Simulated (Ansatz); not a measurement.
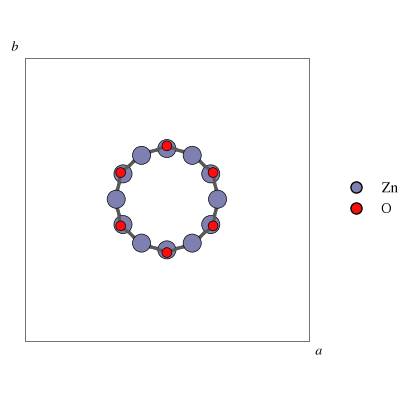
Figure: 1 relaxed period of a body that repeats along c, seen along c; the cell edge a is 17.5 Å long

Calculation: PBE (plane waves to 420 eV, PAW; Ansatz, an electronic-structure program). Mesh 1×1×6. No spin polarisation. It repeats along c; a and b span vacuum. A model structure. Symmetry and one short period hold its shape; lower forms weren't sought.

Problem. What is drawn, and how wide is it?

Solution. One answer among several that fit: (6,0) ZnO nanotube. A hypothetical model, rolled from the flat sheet.
It measures about 7 Å across, from nucleus to nucleus.
